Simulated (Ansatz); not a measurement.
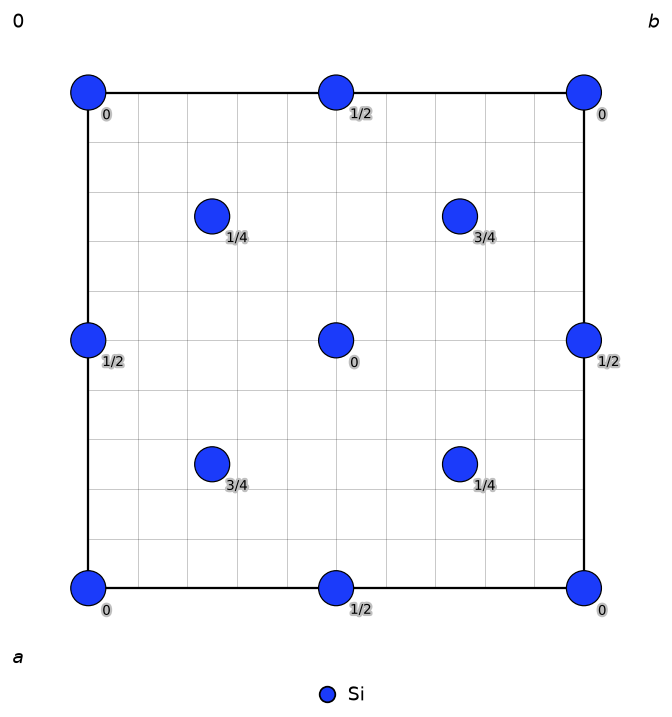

Plan of a unit cell projected along c (a down the page, b across); the numbers are heights as fractions of c, and atoms on the cell's edges are repeated. The grid marks tenths of a and b. Source: the input geometry of an electronic-structure calculation (not necessarily at equilibrium). Geometry calculated from the standardised cell; symmetry tolerance 0.002 Å.

a = 5.472 Å, b = 5.472 Å, c = 5.472 Å, α = 90.00°, β = 90.00°, γ = 90.00°.

> What does the cell contain?

8 Si: Si, Z = 8.

> Give the fractional coordinates of all atoms, to two places.

```tsv
atom	x	y	z
Si	0.50	0.00	0.50
Si	0.25	0.25	0.25
Si	0.50	0.50	0.00
Si	0.25	0.75	0.75
Si	0.00	0.00	0.00
Si	0.75	0.25	0.75
Si	0.00	0.50	0.50
Si	0.75	0.75	0.25
```
